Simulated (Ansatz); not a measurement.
**CH7NOSi (SMILES CO[SiH2]N): CCSD(T)/cc-pVDZ**

What is the energy change on altering one bond length of CH7NOSi at CCSD(T)/cc-pVDZ? 

Program for the calculation: Ansatz 0.2.0.

123 further runs of the same task are left out: 123 set aside as unsound or not needed.

**1. The system as given**

CH7NOSi has 11 atoms, charge 0, and is taken as a singlet. As SMILES, `CO[SiH2]N`. Geometry: relaxed at PBE0-D4/def2-TZVP. This is one conformer, not always the lowest.

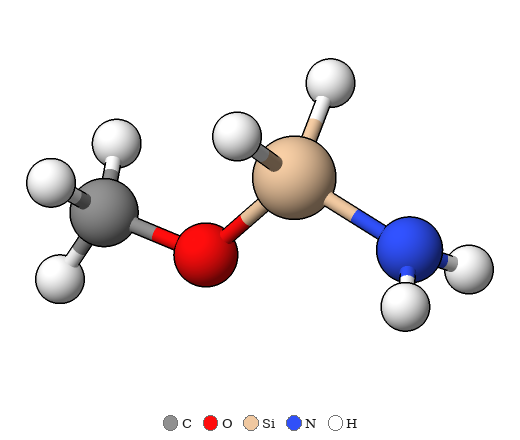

Viewed from a chosen angle; carbon grey, oxygen red, silicon light orange, nitrogen blue, hydrogen white.

**2. A single-point energy at CCSD(T)/cc-pVDZ**

Input file job.yaml:

```yaml
crystal:
  periodic: [false, false, false]
  atoms:
    - {symbol: C, position_ang: [-0.655300, 1.711900, 0.500200]}
    - {symbol: O, position_ang: [-0.610600, 0.508700, -0.227100]}
    - {symbol: Si, position_ang: [0.533800, -0.642700, 0.054300]}
    - {symbol: "N", position_ang: [0.344700, -2.006900, -0.943700]}
    - {symbol: H, position_ang: [0.258400, 2.302900, 0.362300]}
    - {symbol: H, position_ang: [-1.501500, 2.301200, 0.142400]}
    - {symbol: H, position_ang: [-0.790700, 1.531800, 1.573800]}
    - {symbol: H, position_ang: [0.421900, -1.079900, 1.472300]}
    - {symbol: H, position_ang: [1.874600, -0.055000, -0.212100]}
    - {symbol: H, position_ang: [-0.403400, -2.661100, -0.783300]}
    - {symbol: H, position_ang: [0.593600, -1.968000, -1.918400]}
basis:
  gaussian: {orbitals: cc-pVDZ}
correlation: {method: ccsd_t, frozen_orbitals: {C: 1, H: 0, "N": 1, O: 1, Si: 5}}
accuracy: high
scf: {omitted_lower_state_checks: [cluster_reference, increment]}
```

Launch:

```bash
ansatz run job.yaml --threads 1 --pin off --max-ram 3480MiB --events-out events.jsonl --progress --plain --runs-dir runs
```

Log (excerpt; [...] marks lines left out):

```text
Warning: RAYON_NUM_THREADS=1 ignored (pool sized by the plan → 1); use --threads N
Functional definition: HF
  name "HF"
[...]
2294 factors; integrals over basis functions are off by at most 6.4e-9 eV
[...]
mean field -12523.90159123 eV, -460.2448944725 hartree, gradient 9.5e-8 eV, S^2 0.000000; 0 other end points of the search recorded, 0 dependent functions left out
8 core orbitals not correlated: weight in the atoms' cores, before any rotation towards them, 1.000 or more for the frozen orbitals, at most 0.000 for the correlated occupied ones
reference -12523.90159123 eV, -460.2448944725 hartree; 13, 13 occupied and 74, 74 virtual orbitals, 2294 factors
second order -16.35443753 eV of doubles, -0.00000000 eV of singles
cycle   1  -17.09520315 eV  change   -7.4e-1 eV  update   8.9e-2
[...]
cycle  20  -17.63545417 eV  change   7.8e-11 eV  update   2.4e-9
perturbative correction -0.42231960 eV, -0.0155199591 hartree
Total energy: -12541.95936501 eV, -460.9085054186 hartree
Checks for a lower state left out: cluster_reference, increment
```

It took 26 s on 1 thread of Arm Neoverse V2, shared host; peak memory 0.66 GiB.

**3. The distorted shape at the same level**

Input file job.yaml:

```yaml
basis:
  gaussian:
    orbitals: cc-pVDZ
crystal:
  periodic: [false, false, false]
  atoms:
    - {symbol: C, position_ang: [-0.779751, 1.692450, 0.987555]}
    - {symbol: O, position_ang: [-0.735051, 0.489250, 0.260255]}
    - {symbol: Si, position_ang: [0.409349, -0.662150, 0.541655]}
    - {symbol: N, position_ang: [0.220249, -2.026350, -0.456345]}
    - {symbol: H, position_ang: [0.133949, 2.283450, 0.849655]}
    - {symbol: H, position_ang: [-1.625951, 2.281750, 0.629755]}
    - {symbol: H, position_ang: [-0.915151, 1.512350, 2.061155]}
    - {symbol: H, position_ang: [0.297449, -1.099350, 1.959655]}
    - {symbol: H, position_ang: [1.750149, -0.074450, 0.275255]}
    - {symbol: H, position_ang: [-0.527851, -2.680550, -0.295945]}
    - {symbol: H, position_ang: [0.593600, -1.968000, -1.918400]}
correlation:
  method: ccsd_t
  frozen_orbitals: {C: 1, H: 0, "N": 1, O: 1, Si: 5}
accuracy: high
scf:
  omitted_lower_state_checks: [cluster_reference, increment]
```

Launch:

```bash
ansatz run job.yaml --threads 1 --pin off --max-ram 3480MiB --events-out events.jsonl --progress --plain --runs-dir runs
```

Log (excerpt; [...] marks lines left out):

```text
Warning: RAYON_NUM_THREADS=1 ignored (pool sized by the plan → 1); use --threads N
Functional definition: HF
  name "HF"
[...]
2302 factors; integrals over basis functions are off by at most 6.2e-9 eV
[...]
mean field -12521.19063527 eV, -460.1452686784 hartree, gradient 7.7e-9 eV, S^2 0.000000; 0 other end points of the search recorded, 0 dependent functions left out; unrestricted orbitals would lower it
8 core orbitals not correlated: weight in the atoms' cores, before any rotation towards them, 1.000 or more for the frozen orbitals, at most 0.000 for the correlated occupied ones
reference -12521.19063527 eV, -460.1452686784 hartree; 13, 13 occupied and 74, 74 virtual orbitals, 2302 factors
second order -16.68934767 eV of doubles, -0.00000000 eV of singles
cycle   1  -17.38734070 eV  change   -7.0e-1 eV  update   9.9e-2
[...]
cycle  25  -18.03663548 eV  change  -8.4e-10 eV  update   1.9e-9
perturbative correction -0.47592763 eV, -0.0174900178 hartree
Total energy: -12539.70319838 eV, -460.8255928244 hartree
Checks for a lower state left out: cluster_reference, increment
```

Run time: 29 s. Hardware: 1 thread of Arm Neoverse V2, shared host; peak memory 0.66 GiB.

**4. Summary of results**

Level: CCSD(T)/cc-pVDZ, 8 core orbitals frozen.

| quantity | value |
| --- | --- |
| first shape: total energy | -460.90851 Eh |
| first shape: correlation energy (8 core orbitals frozen) | -663.6 mEh |
| first shape: (T) correction | -15.52 mEh |
| first shape: T1 diagnostic | 0.011 |
| distorted shape: total energy | -460.82559 Eh |
| distorted shape: correlation energy (8 core orbitals frozen) | -680.3 mEh |
| distorted shape: (T) correction | -17.49 mEh |
| distorted shape: T1 diagnostic | 0.012 |
| energy change with the N4–H11 bond stretched from 1.007 to 1.510 Å | 2.256 eV |

In words: One bond (distorted shape) is far stretched, which a spin-restricted single reference describes badly; perturbation theory on it can break down and give far too much correlation. With the N4–H11 bond stretched from 1.007 to 1.510 Å the energy rises by 2.26 eV (52 kcal/mol). The first shape isn't relaxed at this level, so the change isn't measured from a minimum. A restricted reference can't describe the breaking bond well at this length. The triples (first shape) make up 2.3 % of the correlation energy. The restricted solution (distorted shape) is unstable to spin breaking: an unrestricted one lies lower. The triples (distorted shape) make up 2.6 % of the correlation energy.
